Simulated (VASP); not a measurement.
Data:

```yaml
crystal:
  lattice:
    - [0.00000, 3.22821, 3.22821]
    - [3.22821, 0.00000, 3.22821]
    - [12.89435, 12.89435, 0.01850]
  atoms:
    - { symbol: Mg, position: [0.99827, 0.99827, 0.00130] }
    - { symbol: Mg, position: [0.99987, 0.99987, 0.25010] }
    - { symbol: Mg, position: [0.00012, 0.00012, 0.49991] }
    - { symbol: Te, position: [0.24990, 0.24990, 0.06258] }
    - { symbol: Te, position: [0.25027, 0.25027, 0.31229] }
    - { symbol: Te, position: [0.25258, 0.25258, 0.56057] }
    - { symbol: Te, position: [0.24800, 0.24800, 0.81400] }
    - { symbol: Cd, position: [0.00100, 0.00100, 0.74925] }
```

All values below come from PBEsol GGA, VASP's PBE PAW potentials (set 64) (plane waves; VASP 6.6.1). Settings: 400 eV cut-off, 7×7×2 Γ-centred mesh, tetrahedra with Blöchl corrections, potentials Mg Te Cd.

Unless said otherwise, spin-orbit coupling is left out, though it shifts the bands of the heavy elements here.

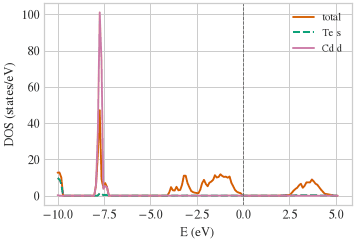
*Total and projected density of states, zero at the valence-band maximum*

Within 2 eV below the valence-band maximum the largest weight inside VASP's projection spheres is Te p.

The gap is direct, 1.60 eV, from the valence maximum at Γ to the conduction minimum at Γ.

The structure was generated: CdMg3Te4 was put into an ordered model structure (R3m), which need not be its known phase. It was relaxed first.
